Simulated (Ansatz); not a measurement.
Fields on a plane of TiS2 (CdI2 type)

```yaml
crystal:
  lattice:
    - [3.36059, 0.00000, 0.00000]
    - [-1.68029, 2.91036, 0.00000]
    - [0.00000, 0.00000, 5.52244]
  atoms:
    - { symbol: Ti, position: [0.00000, 0.00000, 0.00000] }
    - { symbol: S, position: [0.33333, 0.66667, 0.25857] }
    - { symbol: S, position: [0.66667, 0.33333, 0.74143] }
```

The slice is a (0001) plane (indices of the conventional cell) through the point (0.333, 0.667, 0.259) (fractional), spanned by u = [110] and v = [1 -1 0] in vectors of this cell: u (3.36 Å) and v (5.82 Å, at 90° to u). It covers one period; positions are fractions (u, v).

Atoms on it: S at (0.00, 0.00); S at (0.50, 0.50).

Computed with PBE-D3(BJ) (plane waves to 420 eV, PAW, scalar-relativistic; Ansatz, a program for electronic structure). k mesh 16×16×9. These are valence fields of a PAW run, semicore shells included where kept as valence: close to a nucleus they are smooth pseudo fields. At this level the bands of TiS2 touch or barely overlap. TiS2 is run without spin polarisation. TiS2 was relaxed with its symmetry unable to fall.

```
|xxxx7799996622002266999977xx|
|xx88999988551100115588999988|
|9999998877330000003377889999|
|9999887744110000001144778899|
|8877663311000000000011336677|
|3333221111112222221111112233|
|0000112233556666665533221100|
|0000225577889999998877552200|
|0011448899999999999999884411|
|11226699999977xx779999996622|
|113377999988xxxxxx8899997733|
|1133779999xxxxxxxxxx99997733|
|002266999977xxxxxx7799996622|
|00115588999988xx889999885511|
|0000337788999999999988773300|
|0000114477889999998877441100|
|0000001133667788776633110000|
|2222111111223333332211111122|
|6666553322110000001122335566|
|9999887755220000002255778899|
|9999999988441100114488999999|
|xx77999999662211226699999977|
|xxxx8899997733113377999988xx|
|xxxxxx999977331133779999xxxx|
```
Scale: ten equal steps from 0.03 (start of '0') to 0.88 (end of '9'), in the order '0123456789'. Values: electron localisation function (ELF). The map has 14 points along u (two characters each, u = 0 at the left) and 24 along v (v = 0 in the bottom row). Points within 0.5 Å of a nucleus are blanked (x), as the pseudised field means little there.

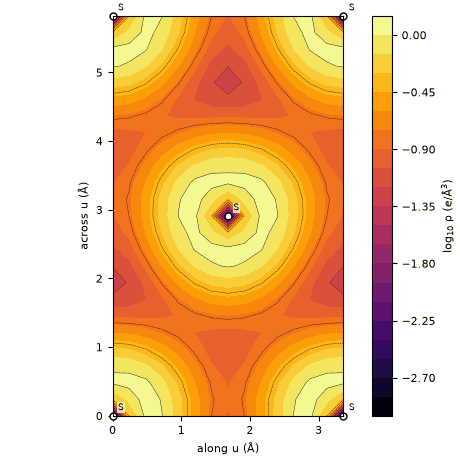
Fig. 1. Log₁₀ of the valence density in e/Å³, one period of the plane, atoms marked. The scale is logarithmic, as a density can span decades between atoms and voids; values under 0.001 e/Å³ are set to 0.001.
